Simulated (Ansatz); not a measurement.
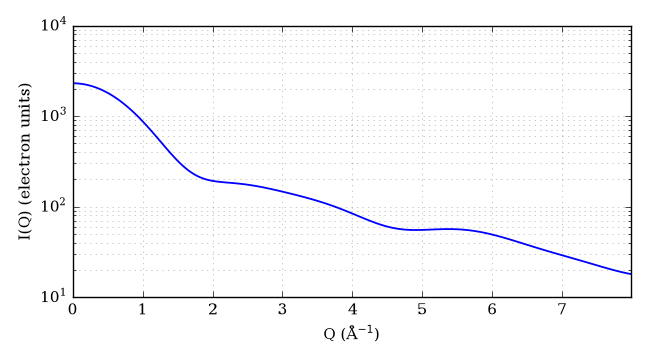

Elastic X-ray scattering of a randomly oriented, rigid molecule, calculated with the Debye equation from neutral-atom form factors (independent atoms, no Compton part, no vibration). The geometry is the end point of an optimisation (RKS PBE0/def2-SVP in Ansatz 0.2.0); it may be a saddle point or a higher isomer. It contains O, C, F, H.

### How many electrons does the independent-atom model of the molecule hold?

I(0) is the square of the electron number: I(0) = 2300, so about 48 electrons, the count of C2HF3O.

### What radius of gyration does the initial fall-off give?

From I(Q) ≈ I(0) exp(−Q²R²/3) at small Q, R ≈ 1.71 Å. It is larger than the electron-weighted radius of the nuclear positions alone (1.58 Å), because each atom's electron cloud adds to it.
